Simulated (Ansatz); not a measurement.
## Electronic structure of AlFH4N2···NH2 (doublet) in real space

```xyz
11

Al    0.5312    0.0154    0.0861
F     1.1745    0.0487    1.6379
N     1.6825    0.0601   -1.2528
H     1.4446    0.0459   -2.2388
H     2.6901    0.1028   -1.1403
N    -1.2201   -0.0612   -0.0455
H    -1.7847   -0.0862    0.8035
H    -1.7944   -0.0877   -0.8798
N    -1.2772   -0.0427    3.0241
H    -0.6531   -0.7936    3.3643
H    -0.7936    0.7986    3.3814
```

Method: Ansatz 0.2.0, UKS B3LYP-D4/def2-SVP.

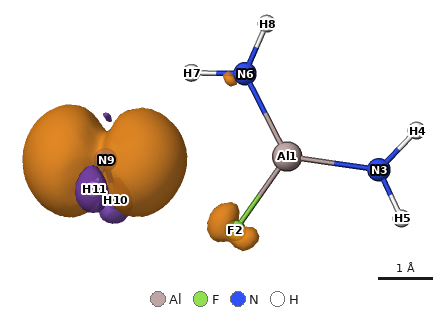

Figure 1. Isosurfaces of the spin density at +0.015 (orange) and −0.015 e/Å³ (purple), seen at a tilt.

### Describe the spin distribution.

The unpaired spin (1 electron) lies mostly on N9 (about 0.9), in electrons by Hirshfeld's partition.

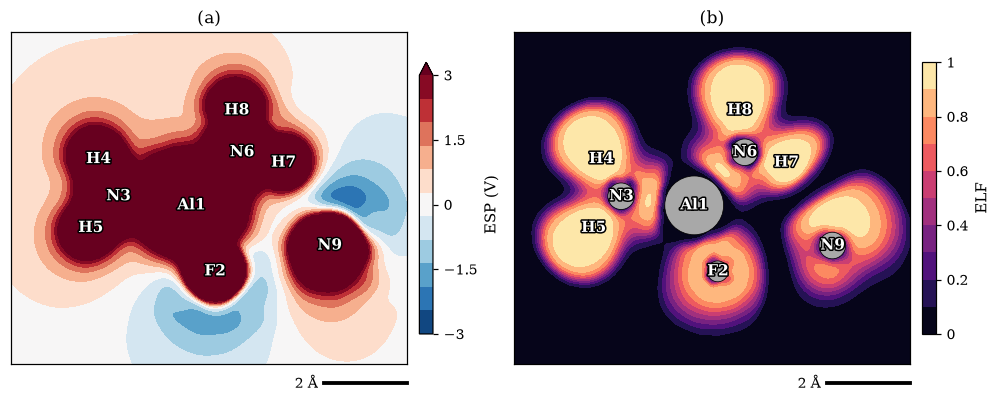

Figure 2. (a) molecular electrostatic potential; (b) ELF on the plane of atoms H4, N3 and H5. Grey discs cover the atomic cores in the ELF map.

### What do the fields say about this system?

The section cuts through Al, F, N and H sites. N9···H7 (2.28 Å): the ELF dips to about 0.05 between them: a closed-shell contact with the geometry of a hydrogen bond. Al–F (1.68 Å): the ELF peaks at about 0.85 in the valence shell of F, 0.6 Å from its nucleus, and is about 0.30 at the midpoint. Al–N (1.76 Å): the ELF peaks at about 0.90 between the atoms; a short, strongly polar bond. N–H (1.01 Å): the ELF climbs to about 1 towards the hydrogen, as it does in any bond to H; a covalent bond by its length. The ELF also peaks beside F2 and N9, away from the bonds: non-bonding electrons, paired or unpaired. Outside the dense part of the complex the potential is most negative (−2.3 V) near N9.

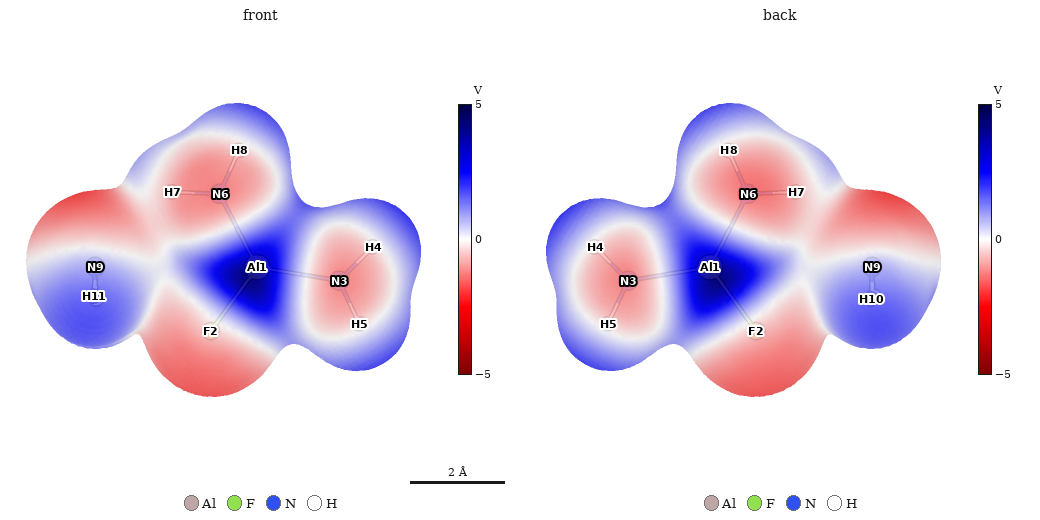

Figure 3. The molecular electrostatic potential painted on the density surface at 0.004 e/bohr³, seen from the front and from behind; red is negative and blue positive.

### Which sites attract a positive test charge, and which a negative one?

A positive charge is drawn to the negative regions and a negative charge to the positive ones. The most negative region (about −1.8 V) lies over N9, the most positive (about +4.0 V) over Al1. N9 is the likeliest acceptor of a hydrogen bond.
